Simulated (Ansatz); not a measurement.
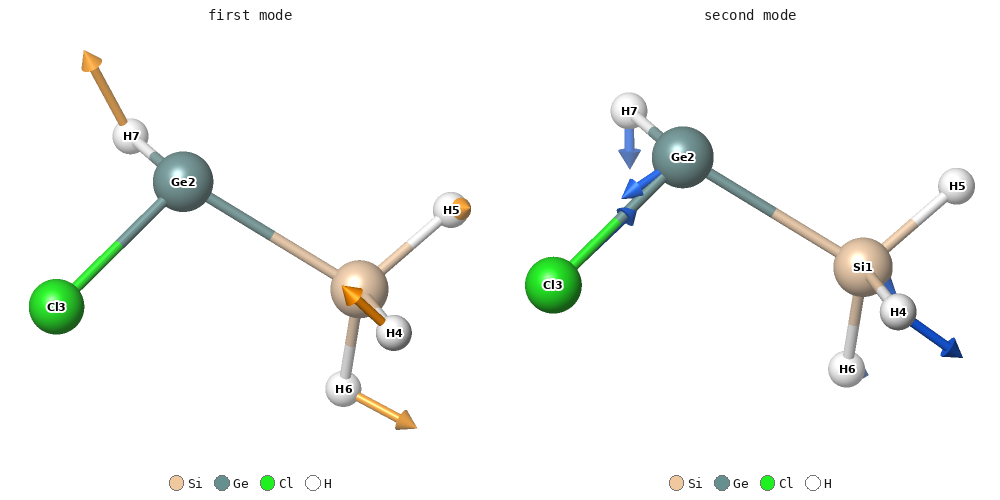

The system is ClGeH₄Si, SMILES [SiH3][GeH][Cl], spin multiplicity 2; the picture shows the reference structure; its two panels give the patterns of the first and the second mode as arrows. First axis: normal mode 4 (368 cm⁻¹). Second axis: normal mode 5 (397 cm⁻¹). Nothing is relaxed (straight displacements along the two mass-weighted modes). Grid: 11 × 11 points. Energies: kJ/mol, counted from the lowest grid point. Theory: UKS PBE-D4/def2-SVP (Ansatz 0.2.0).

Its coordinates:

```
atom    x (Å)    y (Å)    z (Å)
  Si  -0.8197   0.3615  -0.5095
  Ge   1.4180  -0.3015   0.1119
  Cl   1.1833  -2.2409   1.1276
   H  -1.3599  -0.6730  -1.4547
   H  -0.7524   1.6969  -1.2002
   H  -1.7095   0.4589   0.7015
   H   2.1013   0.6303   1.1778
```

Range: normal mode 4 (368 cm⁻¹) from −0.658 to 0.658 amu½·Å; normal mode 5 (397 cm⁻¹) from −1.017 to 1.017 amu½·Å.

What landscape does the calculation give?

Answer. The lowest grid point is at normal mode 4 (368 cm⁻¹) = 0.000 amu½·Å, normal mode 5 (397 cm⁻¹) = 0.000 amu½·Å. It is the only kind of minimum in the scanned range. The highest grid point, normal mode 4 (368 cm⁻¹) = −0.658 amu½·Å, normal mode 5 (397 cm⁻¹) = 1.017 amu½·Å, lies 53.6 kJ/mol above the lowest.

```
normal mode 5 (397 cm⁻¹) ↓, normal mode 4 (368 cm⁻¹) →  −0.658  −0.527  −0.395  −0.263  −0.132  0.000  0.132  0.263  0.395  0.527  0.658
                                                 1.017    53.6    47.3    43.1    40.5    39.2   38.9   39.5   40.9   43.4   47.1   52.4
                                                 0.814    38.0    31.8    27.7    25.1    23.8   23.4   23.9   25.3   27.7   31.4   36.8
                                                 0.610    26.9    20.8    16.7    14.1    12.8   12.4   12.9   14.2   16.6   20.4   25.9
                                                 0.407    19.5    13.5     9.5     7.0     5.6    5.2    5.6    7.0    9.4   13.2   18.9
                                                 0.203    15.2     9.4     5.5     3.0     1.7    1.2    1.6    3.0    5.5    9.4   15.2
                                                 0.000    13.7     8.0     4.2     1.8     0.4    0.0    0.4    1.8    4.3    8.3   14.3
                                                −0.203    14.5     9.0     5.2     2.8     1.5    1.1    1.5    2.9    5.5    9.7   15.8
                                                −0.407    17.2    11.8     8.1     5.8     4.5    4.1    4.6    6.0    8.7   13.0   19.4
                                                −0.610    21.5    16.3    12.7    10.5     9.2    8.8    9.3   10.8   13.6   18.1   24.7
                                                −0.814    27.2    22.1    18.7    16.5    15.2   14.9   15.4   17.0   19.9   24.6   31.4
                                                −1.017    34.0    29.1    25.7    23.6    22.4   22.1   22.7   24.3   27.4   32.2   39.3
```

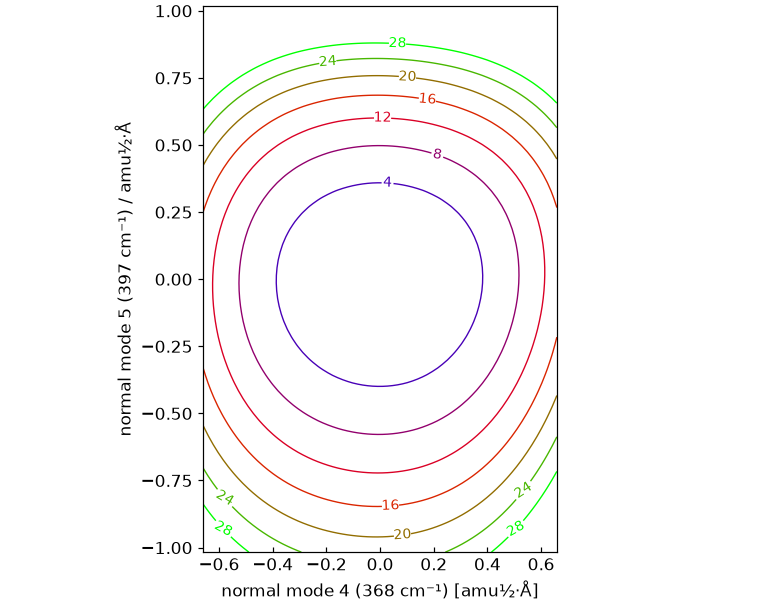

In the figure: contour lines labelled in kJ/mol (none above 28). Between grid points the surface is interpolated.

Each point was launched as `ansatz run input.yaml --threads 1 --pin off --max-ram 2560MiB --backend cpu --events-out ev --progress --plain --runs-dir out`. The whole map (121 points run) took 13 min on 1 thread of Arm Neoverse V2 (shared host).
